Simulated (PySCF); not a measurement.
```yaml
atoms:
  - { symbol: Cl, position_ang: [-3.2966, -1.5489, 0.5189] }
  - { symbol: C, position_ang: [-2.3687, -0.1891, -0.1869] }
  - { symbol: Cl, position_ang: [-3.4711, 1.2075, -0.3745] }
  - { symbol: C, position_ang: [-1.2226, 0.1651, 0.6785] }
  - { symbol: C, position_ang: [0.0411, 0.0915, 0.2853] }
  - { symbol: C, position_ang: [0.6091, -0.3373, -1.0446] }
  - { symbol: Si, position_ang: [2.3875, 0.0133, -0.4128] }
  - { symbol: C, position_ang: [1.2703, 0.4359, 1.0878] }
  - { symbol: H, position_ang: [-2.0687, -0.4960, -1.1889] }
  - { symbol: H, position_ang: [-1.4728, 0.4963, 1.6765] }
  - { symbol: H, position_ang: [0.3703, -1.3722, -1.2857] }
  - { symbol: H, position_ang: [0.2502, 0.2761, -1.8697] }
  - { symbol: H, position_ang: [3.2578, -1.1492, -0.2563] }
  - { symbol: H, position_ang: [3.0675, 1.1407, -1.0455] }
  - { symbol: H, position_ang: [1.3738, -0.1926, 1.9712] }
  - { symbol: H, position_ang: [1.2653, 1.4679, 1.4353] }
```

Geometry: GFN2-xTB.

These are results of PBE0/pcSseg-1, SCF density, gas phase, non-relativistic (PySCF 2.14.0), not measurements.

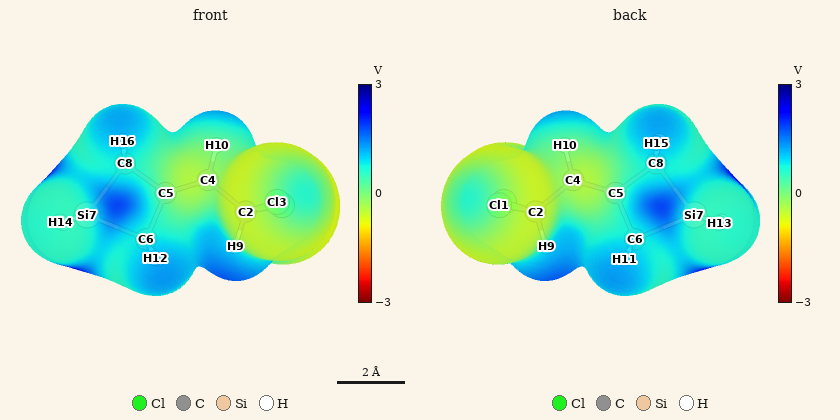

C₅H₈Cl₂Si. The molecular electrostatic potential painted on the density surface at 0.004 e/bohr³, seen from the front and from behind; the colour scale runs from red (negative) to blue (positive).

> Describe the electrostatic potential map.

The most negative region (about −0.8 V, or −18 kcal/mol for a unit charge) lies over Cl1 and Cl3, the most positive (about +2.3 V, or +53 kcal/mol for a unit charge) over Si7. Cl1 shows a σ-hole: about +0.6 V, or +14 kcal/mol for a unit charge at the tip opposite its bond, against about −0.6 V, or −14 kcal/mol for a unit charge on its flanks. Cl3 shows a σ-hole: about +0.6 V, or +14 kcal/mol for a unit charge at the tip opposite its bond, against about −0.6 V, or −14 kcal/mol for a unit charge on its flanks.
